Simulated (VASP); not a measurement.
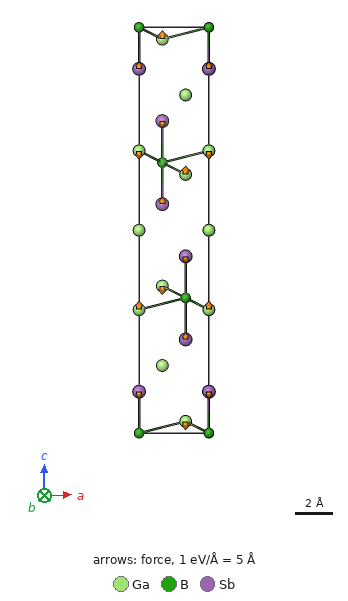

Starting geometry of a crystal of Ga3BSb2 (a generated structure, set up in R-3m) with the computed forces as orange arrows. Style: ball-and-stick. Shown: the conventional cell (3 times the calculation's cell), along the b axis. Lengths and directions refer to the drawn axes.

The run lets cell and atoms move.

Computed with Kohn-Sham DFT of a periodic cell, PBE, VASP PAW PBE potentials, recommended (VASP).

Input
```
SYSTEM = Ga3BSb2
PREC = Accurate
ENCUT = 520
EDIFF = 1E-6
ISMEAR = 0
SIGMA = 0.1
LREAL = .FALSE.
LASPH = .TRUE.
NELM = 120
ALGO = Normal
ISIF = 3
LWAVE = .FALSE.
LCHARG = .FALSE.
GGA = PE
IBRION = 2
NSW = 90
EDIFFG = -0.01
KPAR = 4
```

Launched with:
```bash
cat potpaw_PBE.64/Ga_d/POTCAR potpaw_PBE.64/B/POTCAR potpaw_PBE.64/Sb/POTCAR > POTCAR
mpirun -np 4 vasp_std > vasp.out
```

> What follows when this structure is relaxed?

It isn't relaxed: the largest force vector, on Ga atoms, is 0.10 eV/Å. The atoms end up moving mostly along the starting forces (cosine between the two patterns 0.91). The largest moves relative to the cell, 0.031 Å, are those of Ga atoms. By element the largest moves are Ga 0.031 Å, Sb 0.008 Å. B stays in place. Cell: a = b 4.478 → 4.440 Å (−0.8 %), c 22.542 → 22.624 Å (+0.4 %). Volume −1.3 %. Near-neighbour distances that change, for instance: B–Ga 2.667 → 2.639 Å. The space group stays R-3m (No. 166). The energy falls by 1.3 meV per atom in 12 geometry steps. Largest force component: 0.1 eV/Å at the start, 0.009 eV/Å at the end. Pressure: −0.58 GPa at the start and −0.05 GPa at the end.
